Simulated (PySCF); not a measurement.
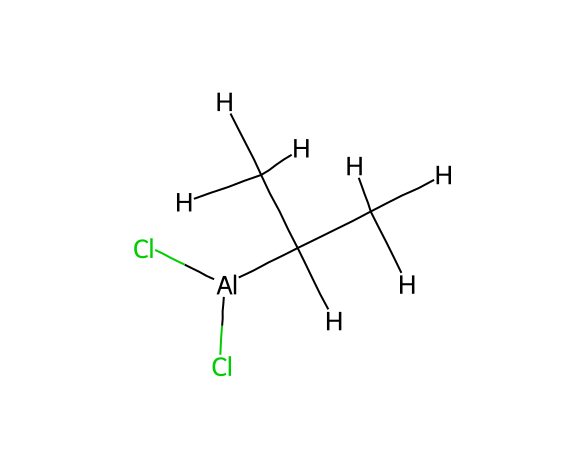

Structural formula above. The computed structure is the end point of a GFN2-xTB optimisation. No frequency run is at hand to confirm it as a minimum.

Describe the 3D structure.

Formula C₃H₇AlCl₂. SMILES: `C[CH](C)[Al]([Cl])[Cl]`. Coordination: 3 C tetrahedral; 1 Al trigonal planar.

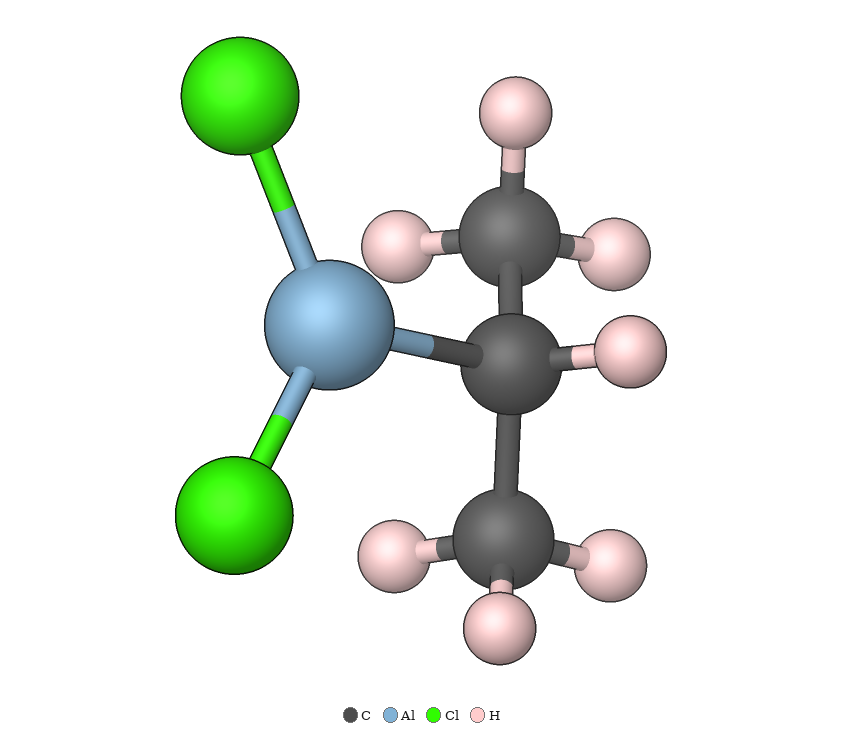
